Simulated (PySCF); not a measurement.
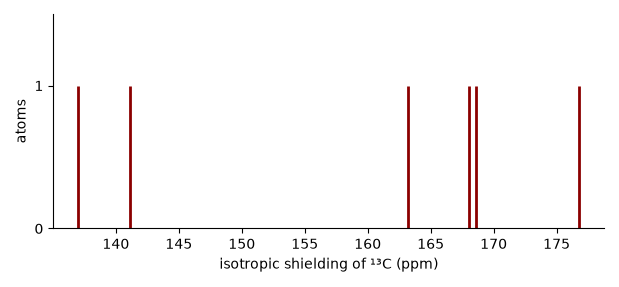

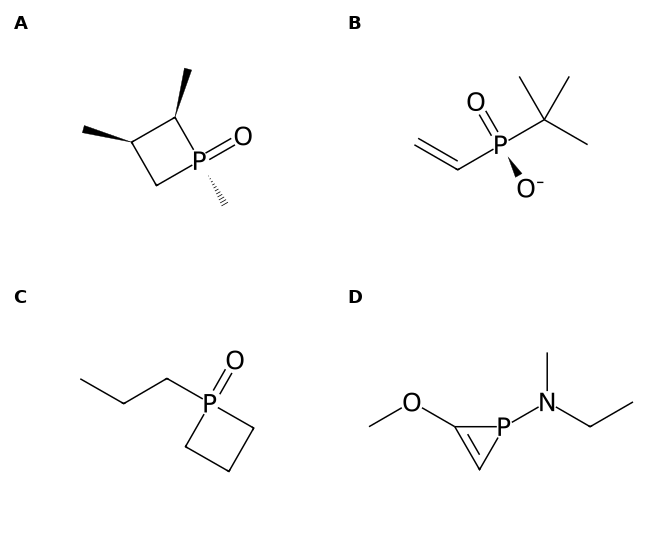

The sticks are computed shieldings of one of the molecules, for one fixed geometry (GFN2-xTB) without averaging over rotations. Low shielding means a high chemical shift. Method: GIAO PBE0/pcSseg-1 NMR shielding, non-relativistic, gas phase (PySCF 2.14.0).

Match the spectrum to a structure.

A, `C[C@@H]1C[P@](C)(=O)[C@@H]1C`. Its 6 C atoms give lines at 137.0, 141.1, 163.2, 168.0, 168.6, 176.8 ppm.

The geometry is semi-empirical. Around P such bond lengths and angles can be off by a tenth of an ångström or more and by several degrees, and values that hang on the shape move with them.
